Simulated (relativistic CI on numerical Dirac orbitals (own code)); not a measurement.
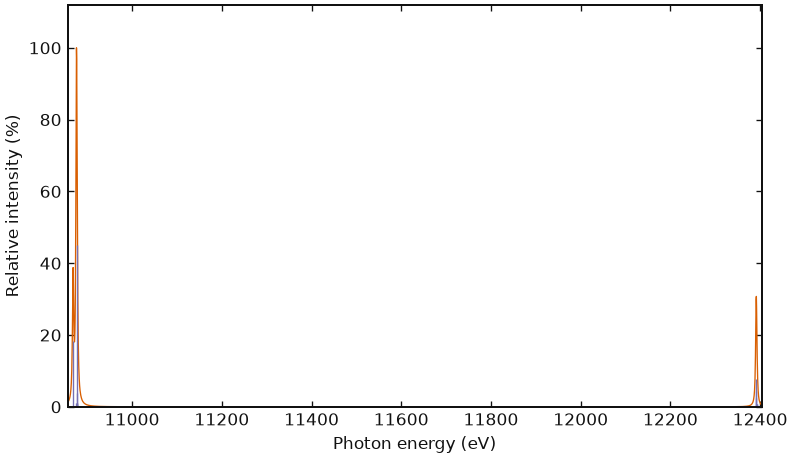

L₂,₃ X-ray absorption of Os³⁺, [Xe] 4f¹⁴ 5d⁵, in a field of Oh symmetry with 10Dq = 68,700 cm⁻¹. Sticks are the strongest transitions, on a scale of their own. Multiplet model: relativistic Dirac–Coulomb–Breit theory, one configuration a step, Slater integrals scaled by 0.7, 300 K, Voigt broadening (Lorentzian 3 eV, Gaussian 1 eV full widths), computed with a radial Dirac CI code.

**Give the peaks, the centroid and the ground-state spin.**

The main maxima lie at 10868.5 eV (39), 10876.1 eV (100) and 12391.4 eV (31), heights in % of the largest; the centroid is at 11161.2 eV. The lower edge holds 0.81 of the intensity (branching ratio, edges parted at 11639 eV), and the core spin-orbit splitting of the orbitals is 1550 eV. The ground state has S = 0.52.

Limits of the model: free-ion energies, so absolute edge positions are off by a few eV from solids.
